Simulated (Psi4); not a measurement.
**singlet C2F3Si+: levels of theory compared**

Aim: a comparison of 5 runs (B3LYP/cc-pVDZ, BHLYP/cc-pVDZ, CAM-B3LYP/cc-pVDZ, PBE0/cc-pVDZ, wB97X/cc-pVDZ) of singlet C2F3Si+. 

Program for the calculation: Psi4 1.11.

2 further runs of the same task are left out: 1 that didn't finish, 1 set aside as unsound or not needed.

### Step 1. Starting point

The species is C2F3Si+ (6 atoms), meant as a singlet with charge +1. SMILES of the parent species: `[C]#C[Si](F)(F)F`. The shape is that of a PBE0-D4/def2-TZVP optimisation. That shape belongs to the parent species and isn't relaxed for this state.

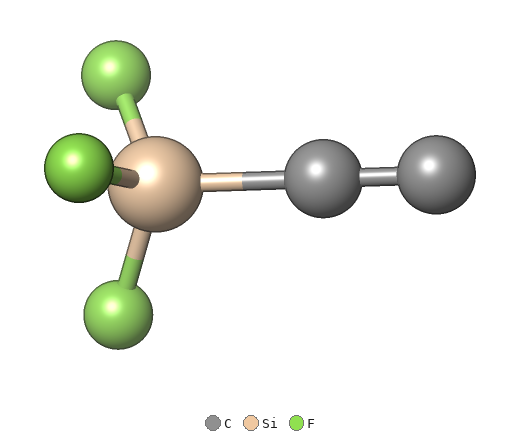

Viewed from a chosen angle; carbon grey, silicon light orange, fluorine green.

### Step 2. Energy and gradient at B3LYP/cc-pVDZ (run 1)

Contents of input.dat:

```
memory 2.2 GB

molecule {
  1 1
  C     -0.62398757    -4.46202133     1.32885541
  C     -0.31331659    -2.29563930     0.67368736
  Si     0.14853247     0.92294224    -0.29971056
  F     -1.91221387     1.71246981    -2.27693101
  F      2.81777062     1.25572301    -1.54201652
  F     -0.03741658     2.74558309     2.02880997
  units au
  symmetry c1
}

set globals {
  basis                cc-pVDZ
  reference            rks
  puream               true
  e_convergence        1e-09
  d_convergence        1e-08
  scf_type             pk
  dft_radial_points    99
  dft_spherical_points 590
}

result, w = gradient("b3lyp", return_wfn=True)
```

Started as:

```bash
$ psi4 -i input.dat -o output.dat -n 1
```

output.dat:

```text
[...]
  Running in c1 symmetry.
[...]
  Nuclear repulsion =  286.699050401280147
[...]
  Multiplicity = 1
[...]
  Nalpha       = 26
  Nbeta        = 26
[...]
    Number of basis functions: 88
[...]
   @RKS iter   1:  -664.35585571724209    2.29470e-01   9.77241e-03 DIIS/ADIIS
[...]
   @RKS iter  21:  -664.72469269488056    6.82121e-13   3.83556e-09 DIIS
[...]
  @RKS Final Energy:  -664.72469269488056
   => Energetics <=
    Nuclear Repulsion Energy =            286.6990504012801466
    One-Electron Energy =               -1477.9825739295042695
    Two-Electron Energy =                 577.2812207806643983
    DFT Exchange-Correlation Energy =     -50.7223899473208775
    Empirical Dispersion Energy =           0.0000000000000000
    VV10 Nonlocal Energy =                  0.0000000000000000
    Total Energy =                       -664.7246926948805594
[...]
  -Total Gradient:
     Atom            X                  Y                   Z
    ------   -----------------  -----------------  -----------------
       1        0.004206595357     0.029318911439    -0.008865961600
       2        0.002073493896     0.014444635828    -0.004370511381
       3       -0.006653023676    -0.046563324898     0.014128529187
       4        0.030064630715     0.003548961887     0.022539442689
       5       -0.034276790005     0.009756515223     0.012543136671
       6        0.004581639237    -0.010550033214    -0.036016212615
[...]
```

It took 29 s on 1 thread of Intel Xeon 6975P-C (Granite Rapids), shared host; peak memory 1.1 GiB.

### Step 3. Energy and gradient at BHLYP/cc-pVDZ (run 2)

Contents of job.py:

```python
import psi4

psi4.set_memory(2200000000)
psi4.set_num_threads(1)
psi4.set_output_file('output.dat', False)

molecule = psi4.geometry("""
1 1
C     -0.330200    -2.361200     0.703200
C     -0.165800    -1.214800     0.356500
Si     0.078600     0.488400    -0.158600
F     -1.011900     0.906200    -1.204900
F      1.491100     0.664500    -0.816000
F     -0.019800     1.452900     1.073600
symmetry c1
""")

options = {'puream': True, 'e_convergence': 1e-09, 'd_convergence': 1e-08, 'scf_type': 'pk', 'dft_radial_points': 99, 'dft_spherical_points': 590}
psi4.set_options(options)

E, wfn = psi4.gradient("bhhlyp/cc-pVDZ", molecule=molecule, return_wfn=True)
psi4.oeprop(wfn, "MULLIKEN_CHARGES", "LOWDIN_CHARGES", "WIBERG_LOWDIN_INDICES")
print('gradient / Eh bohr^-1')
print(E.np.round(6))
print(f'energy = {wfn.energy():.10f} Eh')
```

Started as:

```bash
$ python job.py
```

output.dat:

```text
[...]
  Running in c1 symmetry.
[...]
  Nuclear repulsion =  286.699050461002571
[...]
  Multiplicity = 1
[...]
  Nalpha       = 26
  Nbeta        = 26
[...]
    Number of basis functions: 88
[...]
   @RKS iter   1:  -664.26319176790605   -1.10490e-01   8.52729e-03 ADIIS/DIIS
[...]
   @RKS iter  16:  -664.54460118208533    2.61480e-12   1.86123e-09 DIIS
[...]
  @RKS Final Energy:  -664.54460118208533
   => Energetics <=
    Nuclear Repulsion Energy =            286.6990504610025710
    One-Electron Energy =               -1478.4308499050011960
    Two-Electron Energy =                 559.5922996832964600
    DFT Exchange-Correlation Energy =     -32.4051014213831934
    Empirical Dispersion Energy =           0.0000000000000000
    VV10 Nonlocal Energy =                  0.0000000000000000
    Total Energy =                       -664.5446011820853300
[...]
  -Total Gradient:
     Atom            X                  Y                   Z
    ------   -----------------  -----------------  -----------------
       1       -0.000837168318    -0.005852416744     0.001770420220
       2        0.007714779274     0.053780137238    -0.016266201212
       3       -0.010341339239    -0.072274214010     0.021909900502
       4        0.017687931909     0.009566123396     0.010138867451
       5       -0.017847325204     0.012988975628     0.004625864612
       6        0.003620709368     0.001763769951    -0.022205005280
[...]
```

Standard output:

```text
gradient / Eh bohr^-1
[[-0.000837 -0.005852  0.00177 ]
 [ 0.007715  0.05378  -0.016266]
 [-0.010341 -0.072274  0.02191 ]
 [ 0.017688  0.009566  0.010139]
 [-0.017847  0.012989  0.004626]
 [ 0.003621  0.001764 -0.022205]]
energy = -664.5446011821 Eh
```

It took 26 s on 1 thread of Intel Xeon 6975P-C (Granite Rapids), shared host; peak memory 1.1 GiB.

Run 3 isn't shown in full; the table further down has it.

### Step 4. Energy and forces at PBE0/cc-pVDZ (run 4)

Contents of input.inp:

```
memory 2.2 GB

molecule {
  1 1
  C     -0.330200    -2.361200     0.703200
  C     -0.165800    -1.214800     0.356500
  Si     0.078600     0.488400    -0.158600
  F     -1.011900     0.906200    -1.204900
  F      1.491100     0.664500    -0.816000
  F     -0.019800     1.452900     1.073600
  symmetry c1
  no_reorient
  no_com
}

set {
  basis cc-pVDZ
  puream true
  e_convergence 1e-09
  d_convergence 1e-08
  scf_type pk
  dft_radial_points 99
  dft_spherical_points 590
}

result, w = gradient("pbe0", return_wfn=True)
oeprop(w, "WIBERG_LOWDIN_INDICES", "LOWDIN_CHARGES", "DIPOLE", title="PBE0")
print_variables()
```

Started as:

```bash
$ psi4 -i input.inp -o input.out -n 1
```

input.out:

```text
[...]
  Running in c1 symmetry.
[...]
  Nuclear repulsion =  286.699050461002571
[...]
  Multiplicity = 1
[...]
  Nalpha       = 26
  Nbeta        = 26
[...]
    Number of basis functions: 88
[...]
   @RKS iter   1:  -663.87955746771854    1.46479e-01   9.05614e-03 ADIIS/DIIS
[...]
   @RKS iter  16:  -664.20479274127229   -2.27374e-13   5.33936e-09 DIIS
[...]
  @RKS Final Energy:  -664.20479274127229
   => Energetics <=
    Nuclear Repulsion Energy =            286.6990504610025710
    One-Electron Energy =               -1477.9860717388896774
    Two-Electron Energy =                 574.2481795291386106
    DFT Exchange-Correlation Energy =     -47.1659509925237970
    Empirical Dispersion Energy =           0.0000000000000000
    VV10 Nonlocal Energy =                  0.0000000000000000
    Total Energy =                       -664.2047927412722856
[...]
  -Total Gradient:
     Atom            X                  Y                   Z
    ------   -----------------  -----------------  -----------------
       1        0.003426988663     0.023881605350    -0.007221457872
       2        0.002821165593     0.019661233627    -0.005948376817
       3       -0.007404914644    -0.051809050371     0.015716619117
       4        0.027326521234     0.005108413567     0.019698009718
       5       -0.030573156066     0.010694585649     0.010701641554
       6        0.004398318969    -0.007585862232    -0.032991043398
[...]
```

Run time: 29 s. Hardware: 1 thread of Intel Xeon 6975P-C (Granite Rapids), shared host; peak memory 1.1 GiB.

### Step 5. A single-point energy at wB97X/cc-pVDZ (run 5)

Contents of job.py:

```python
import psi4

psi4.set_memory(2200000000)
psi4.set_num_threads(1)
psi4.set_output_file('output.dat', False)

geom = psi4.geometry("""
1 1
C     -0.62398757    -4.46202133     1.32885541
C     -0.31331659    -2.29563930     0.67368736
Si     0.14853247     0.92294224    -0.29971056
F     -1.91221387     1.71246981    -2.27693101
F      2.81777062     1.25572301    -1.54201652
F     -0.03741658     2.74558309     2.02880997
units au
symmetry c1
""")

options = {'basis': 'cc-pVDZ', 'puream': True, 'e_convergence': 1e-09, 'd_convergence': 1e-08, 'scf_type': 'pk', 'dft_radial_points': 99, 'dft_spherical_points': 590}
psi4.set_options(options)

E, wfn = psi4.energy('wb97x', return_wfn=True)
psi4.oeprop(wfn, 'WIBERG_LOWDIN_INDICES', 'DIPOLE', 'MULLIKEN_CHARGES')
print('E =', round(E, 9))
```

Started as:

```bash
$ python job.py
```

output.dat:

```text
[...]
  Running in c1 symmetry.
[...]
  Nuclear repulsion =  286.699050401280147
[...]
  Multiplicity = 1
[...]
  Nalpha       = 26
  Nbeta        = 26
[...]
    Number of basis functions: 88
[...]
   @RKS iter   1:  -664.33481656102765   -2.64155e-01   8.32037e-03 ADIIS/DIIS
[...]
   @RKS iter  17:  -664.60414983688554    5.86624e-11   4.05625e-09 DIIS
[...]
  @RKS Final Energy:  -664.60414983688554
   => Energetics <=
    Nuclear Repulsion Energy =            286.6990504012801466
    One-Electron Energy =               -1478.3761755047212318
    Two-Electron Energy =                 573.2116191070310833
    DFT Exchange-Correlation Energy =     -46.1386438404755168
    Empirical Dispersion Energy =           0.0000000000000000
    VV10 Nonlocal Energy =                  0.0000000000000000
    Total Energy =                       -664.6041498368855400
[...]
 Multipole Moments:
 ------------------------------------------------------------------------------------
     Multipole            Electronic (a.u.)      Nuclear  (a.u.)        Total (a.u.)
 ------------------------------------------------------------------------------------
 L = 1.  Multiply by 2.5417464519 to convert [e a0] to [Debye]
 Dipole X            :         -0.2367405           -0.3034591           -0.5401997
 Dipole Y            :         -1.6510731           -2.1150673           -3.7661404
 Dipole Z            :          0.4994948            0.6397464            1.1392412
 Magnitude           :                                                    3.9715865
[...]
```

On the terminal:

```text
E = -664.604149837
```

Wall time 20 s (1 thread of Intel Xeon 6975P-C (Granite Rapids), shared host); peak memory 1.1 GiB.

### Step 6. Overview of the runs

| run | level | task | energy (Eh) | HOMO energy (eV) | LUMO energy (eV) | HOMO–LUMO gap (eV) | wall time |
| --- | --- | --- | --- | --- | --- | --- | --- |
| 1 | B3LYP/cc-pVDZ | gradient | -664.724693 | -17.18 | -16.49 | 0.69 | 29 s |
| 2 | BHLYP/cc-pVDZ | gradient | -664.544601 | -19.36 | -15.73 | 3.63 | 26 s |
| 3 | CAM-B3LYP/cc-pVDZ | gradient | -664.592510 | -19.04 | -15.51 | 3.53 | 46 s |
| 4 | PBE0/cc-pVDZ | gradient | -664.204793 | -17.58 | -16.40 | 1.18 | 29 s |
| 5 | wB97X/cc-pVDZ | energy | -664.604150 | -19.85 | -14.31 | 5.54 | 20 s |

### Step 7. What came out

```
            quantity          value
 run 5: total energy  -664.60415 Eh
  run 5: HOMO energy      -19.85 eV
  run 5: LUMO energy      -14.31 eV
run 5: HOMO–LUMO gap        5.54 eV
```

**Reading.** The HOMO–LUMO gap runs from 0.69 eV (B3LYP/cc-pVDZ) to 5.54 eV (wB97X/cc-pVDZ). Totals of different functionals can't be ranked against each other. All runs together took 2.5 min, the longest 46 s.
